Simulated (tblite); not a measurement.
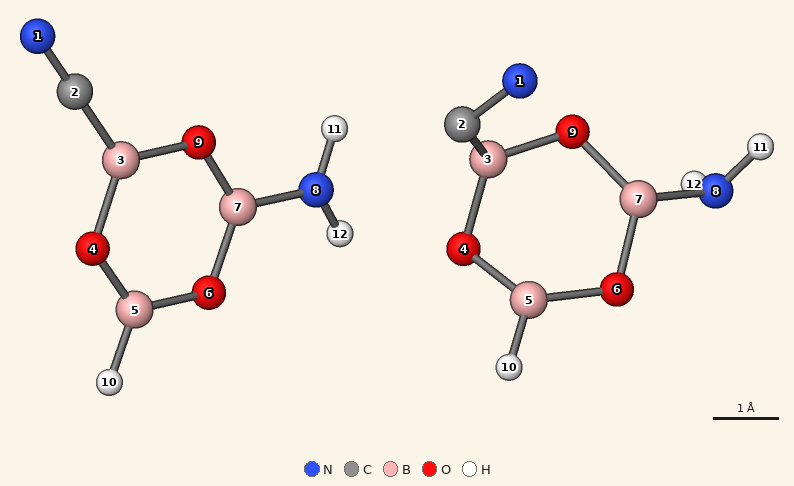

Two geometries of CH$_{3}$B$_{3}$N$_{2}$O$_{3}$ (charge −1, multiplicity 2), drawn at one scale. One is the start of a relaxation, the other its converged end. A ball-and-stick model, seen from a free direction.

These are results of GFN2-xTB geometry optimisation, gas phase in tblite 0.8.0, not measurements. 

Question: Which geometry has the lower energy?

Answer: The left one is the relaxed one. N1 moves most after the best rigid fit: 1.48 Å. By element the largest moves are N 1.48 Å, O 1.15 Å, H 1.04 Å, B 0.90 Å, C 0.53 Å. Among the contacts that change: O4–B5 1.489 → 1.322 Å, B7–O9 1.461 → 1.333 Å, C2–B3 1.576 → 1.465 Å, N1–C2 1.293 → 1.184 Å. Among the angles between lasting bonds that change: N1–C2–B3 117.7° → 179.9°, B3–O4–B5 102.4° → 121.9°, B7–N8–H12 110.7° → 120.8°. Over 96 geometry steps the energy falls by 3.864 eV. The run took 0.59 s on 1 thread of Arm Neoverse V1, with other jobs on the host.
